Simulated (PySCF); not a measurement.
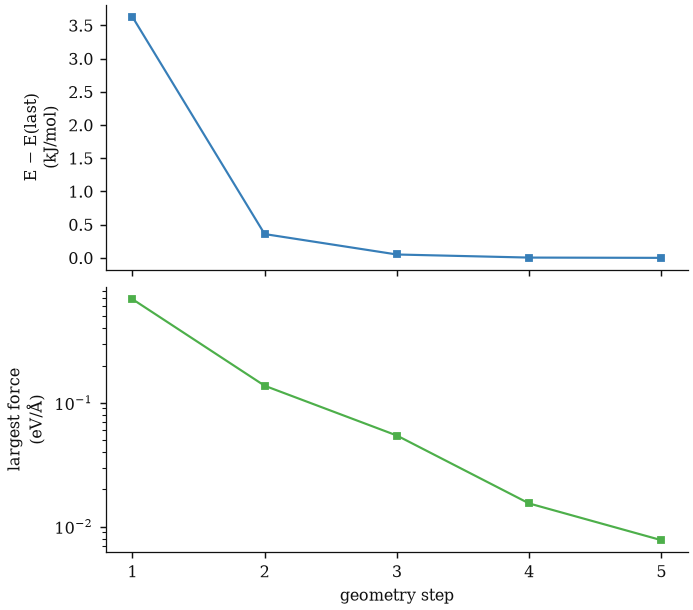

History of a geometry optimisation. The run: C3H8O2S (SMILES CCS(C)(=O)=O), by PBE0-D3(BJ)/def2-SVP, geometry optimisation in PySCF 2.14.0, density fitting.

The optimisation met its thresholds at geometry 5, counting the start as the first. The energy fell by about 3.6 kJ/mol from the first step to the last. The largest force goes from about 0.69 eV/Å at the start to 8 × 10⁻³ eV/Å at the end.
